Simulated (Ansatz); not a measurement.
System: CsCl-type CoGa. Method: LDA in Ansatz (PAW).

Settings: plane-wave cutoff 520 eV, 20×20×20 k mesh, Fermi–Dirac smearing 0.05 eV, no spin polarisation, scalar-relativistic PAW data made under PBE.

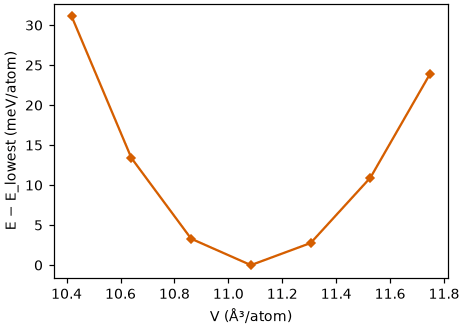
Total energy against volume

Task: From the curve, estimate the equilibrium volume and the bulk modulus.

Result: V0 ≈ 11.1 Å³/atom and B0 ≈ 220 GPa; the fit gives V0 = 11.089 Å³/atom, B0 = 218 GPa, B′ = 4.7.

Computed values are for the static lattice.

Ansatz is an electronic-structure program.
